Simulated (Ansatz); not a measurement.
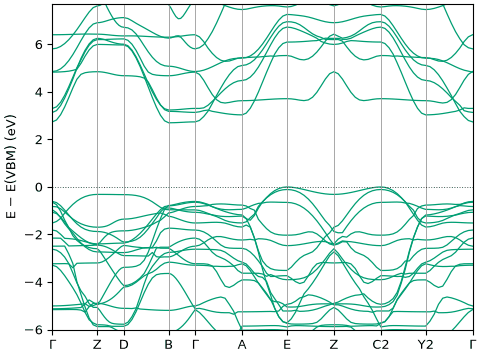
Figure: Band structure from the program Ansatz at the r²SCAN level (PAW)

Read off the gap and where the band edges lie.

About 2.7 eV (2.70 eV by a search for the band edges); maximum at E, minimum at B.

Pick the material that matches.
A) Ta2O5, Cmmm (Ta on 4i, O on 4j, O on 4i, O on 2a)
B) SiBi2O5, Cmcm (Pearson symbol oS32)
C) C, Cmmm (C on 8p, C on 8q)

A, Ta2O5, Cmmm (Ta on 4i, O on 4j, O on 4i, O on 2a)

The first step of the workflow began from a Materials Project structure, measured or hypothetical; the Crystallography Open Database copy checked does not list it. COD files the formula under space group No. 49. Its standing as an ambient phase is unchecked. The cell was relaxed with r²SCAN under the symmetry of its start; phonons show weakly imaginary modes. No spin polarisation was allowed. Scalar-relativistic: spin–orbit coupling is off unless named, which matters more the heavier the elements.

Potentials: the earlier of the program's two PAW sets.
